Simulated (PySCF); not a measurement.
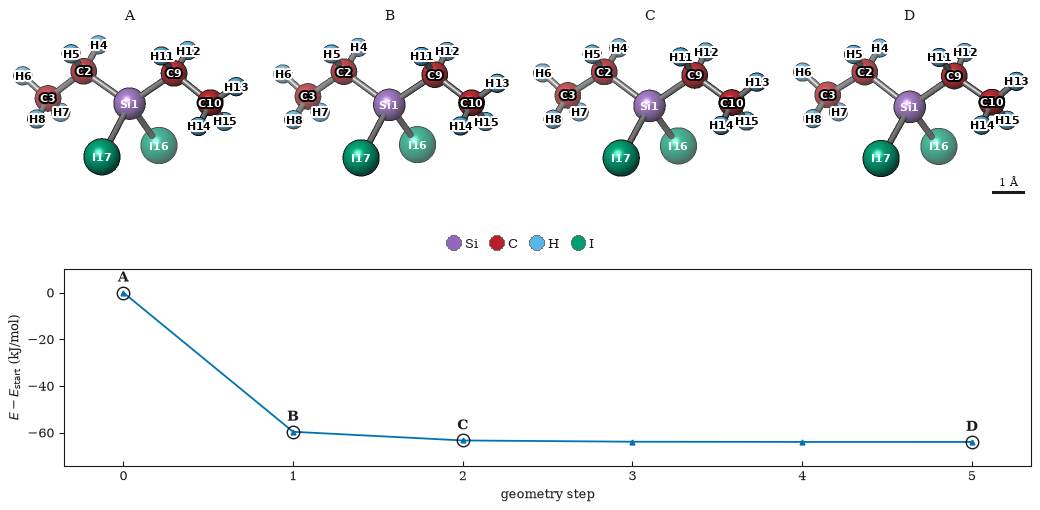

Frames of a relaxation of C4H10I2Si, marked on the history of the run. A ball-and-stick model, seen at a tilt.

The start comes from GFN2-xTB. Its atoms were then displaced at random by about 0.03 Å.

Method: PBE0-D3(BJ)/def2-SVP geometry optimisation, gas phase in PySCF 2.14.0, density-fitted response routines. 

### What happens along the run?

The energy falls by 64.0 kJ/mol in 5 geometry steps. The largest move after the best rigid fit is that of H13, 0.17 Å. By element the largest moves are H 0.17 Å, Si 0.14 Å, C 0.11 Å, I 0.06 Å. Among the contacts that change: Si1–I16 2.605 → 2.466 Å, C3–H8 1.012 → 1.101 Å, C2–H4 1.170 → 1.105 Å, C10–H13 1.038 → 1.100 Å. Bond angles that change, for instance: Si1–C9–H12 114.0° → 105.6°, H7–C3–H8 115.7° → 107.5°, C2–Si1–I16 104.6° → 108.8°. Cost: 5.7 min on 1 thread of Intel(R) Xeon(R) Processor @ 2.50GHz, on a shared host. From step 0 to 1: H13 moves most (0.11 Å), energy −59.6 kJ/mol. From step 1 to 2: I16 moves most (0.06 Å), energy −3.71 kJ/mol. From step 2 to 5: H atoms move most (0.05 Å), energy −0.64 kJ/mol.

```
step  E − E(0), kJ/mol
   0              0.00
   1            -59.60
   2            -63.32
   3            -63.86
   4            -63.94
   5            -63.96
```
